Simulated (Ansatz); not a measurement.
# Profile along the Al–Ni line in AlNi (CsCl type)

AlNi (CsCl type), conventional cell a = b = c = 2.8930 Å, α = β = γ = 90.00°. The calculation uses the primitive cell of 2 atoms, to which meshes and values per cell refer.

Fields along a shortest Al–Ni line of a {110} plane (2.51 Å), from Al to Ni, interpolated on the slice's grid (step about 0.2 Å). Level of theory: PBE (plane waves to 420 eV, PAW, scalar-relativistic; Ansatz, an electronic-structure program). k mesh 16×16×16. Near the nuclei the fields are pseudised (PAW); where an atom keeps semicore shells as valence, they peak there. AlNi is run without spin polarisation. AlNi was relaxed with its symmetry unable to fall.

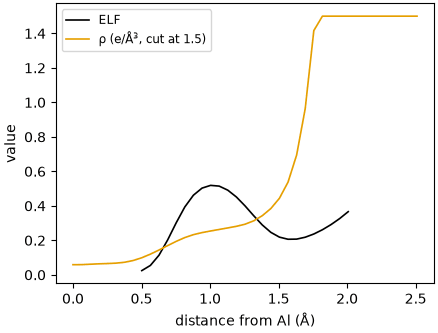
*ELF (away from the nuclei) and valence density from Al to Ni.*

Density on the Al–Ni line (2.51 Å) at its midpoint: 0.29 e/Å³. ELF at that point: 0.4. ELF maximum in the middle third of the Al–Ni line: 0.52, 1.0 Å from Al.
